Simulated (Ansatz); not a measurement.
# H4OSn···NH3: what the fields show

Input file:

```
crystal:
  periodic: [false, false, false]
  atoms:
    - { symbol: Sn, position_ang: [-0.111616, 0.093916, 0.027905] }
    - { symbol: O, position_ang: [-0.148291, 0.04747, 2.010199] }
    - { symbol: H, position_ang: [-0.967926, 0.43233, 2.373511] }
    - { symbol: H, position_ang: [1.531088, 0.316992, -0.428482] }
    - { symbol: H, position_ang: [-1.083407, 1.459671, -0.417354] }
    - { symbol: H, position_ang: [-0.795619, -1.353332, -0.624792] }
    - { symbol: "N", position_ang: [1.551617, -2.44802, 1.334506] }
    - { symbol: H, position_ang: [0.916756, -2.813997, 0.622173] }
    - { symbol: H, position_ang: [2.259503, -1.875265, 0.871013] }
    - { symbol: H, position_ang: [1.006595, -1.834765, 1.972821] }
basis:
  gaussian: { orbitals: def2-mTZVP }
hamiltonian:
  xc: pbe
relax:
  f_tol: 0.03
  max_steps: 50
output:
  orbitals: {}
```

Command:

```sh
ansatz run input.yaml --threads 2 --pin off --max-ram 3072MiB --backend cpu --events-out ev --progress --plain --runs-dir out
```

The fields are those of the run's last geometry, not of the input's.

Core potentials replace the inner electrons of Sn.

These are results of RKS PBE/def2-mTZVP (Ansatz 0.2.0), not measurements.

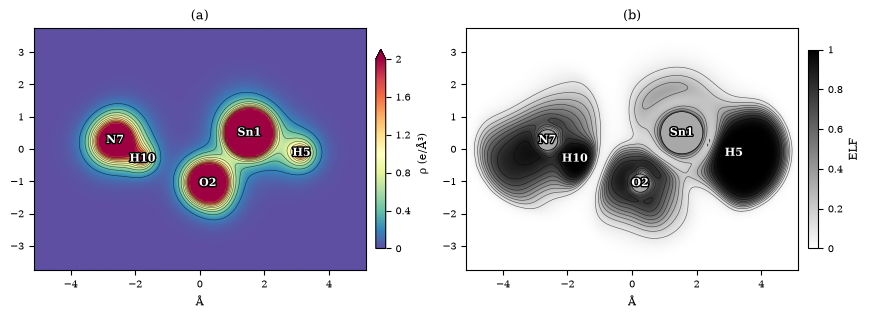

Figure 1. (a) electron density; (b) ELF on the plane of atoms O2, Sn1 and H5. Grey discs cover the atomic cores in the ELF map.

Read the bonding off the picture.

Answer. The plane passes through Sn, O, H and N nuclei.
O2···H10 (2.17 Å): the density falls to about 0.11 e/Å³ on the way; the ELF dips to about 0.05 between them (by its geometry a hydrogen bond between the two molecules, with no shared pair).
Sn–O (2.02 Å): ρ is about 0.71 e/Å³ halfway; the ELF peaks at about 0.85 in the valence shell of O, 0.6 Å from its nucleus, and drops to about 0.15 between the two atoms.
N–H (1.03 Å): the density is about 2.8 e/Å³ at the midpoint; the ELF climbs to about 1 towards the hydrogen, as it does in any bond to H; an ordinary covalent bond to hydrogen.
Sn–H (1.73 Å): ρ at the midpoint is about 1.1 e/Å³; the ELF climbs to about 1 towards the hydrogen.
The ELF also peaks beside N7, away from the bonds: lone-pair regions.

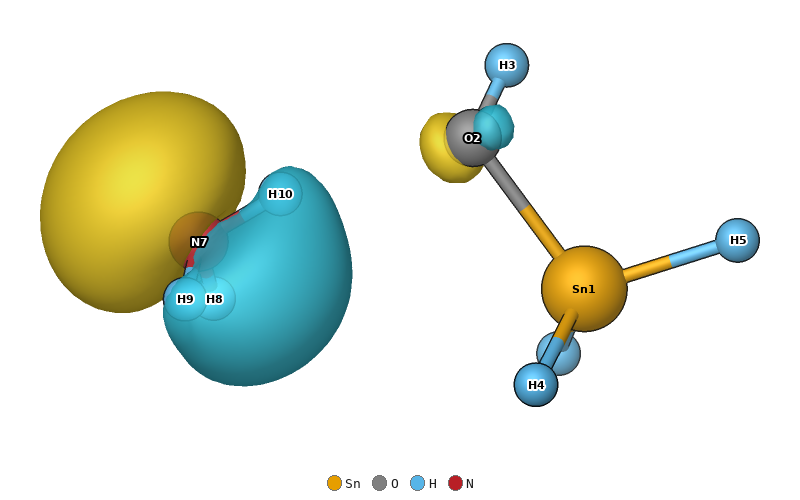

Figure 2. The HOMO at ±0.1 Å⁻³ᐟ² (yellow and cyan are the two phases), seen across its widest extent.

Where does this orbital lie, and at what energy?

Answer. Its weight (Hirshfeld) is mainly on N7 (about 80 %), H8 (about 5 %) and H9 (about 5 %); largely a lone pair of N7. Its energy is −5.45 eV.

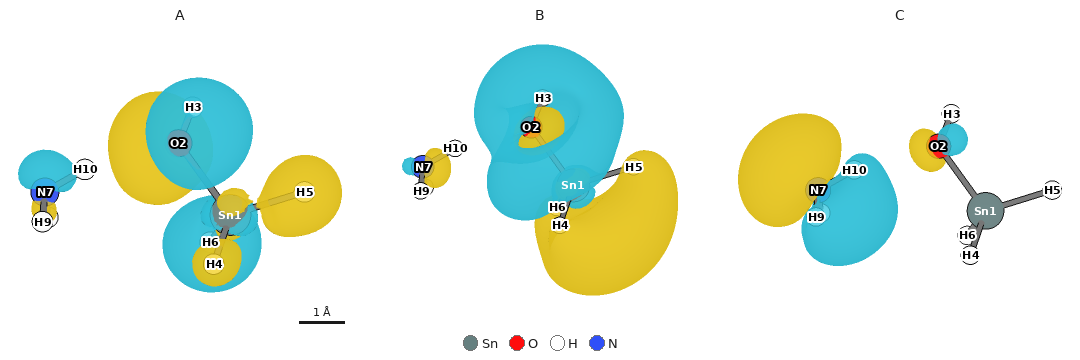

Figure 3. Three frontier orbitals at ±0.06 Å⁻³ᐟ² (yellow and cyan are the two phases), in no order.

Order the three orbitals by energy and name them.

Answer. A is the HOMO−1 (−6.86 eV). It lies mainly on O2 (about 70 %), Sn1 (about 10 %) and H6 (about 5 %); largely a lone pair of O2. C is the HOMO (−5.45 eV). Its weight (Hirshfeld) is mainly on N7 (about 80 %), H8 (about 5 %) and H9 (about 5 %); largely a lone pair of N7. B is the LUMO (−1.70 eV). By Hirshfeld shares it lies mainly on Sn1 (about 55 %), O2 (about 20 %) and H3 (about 10 %).

What is the HOMO–LUMO gap?

Answer. 3.75 eV between the orbital energies.
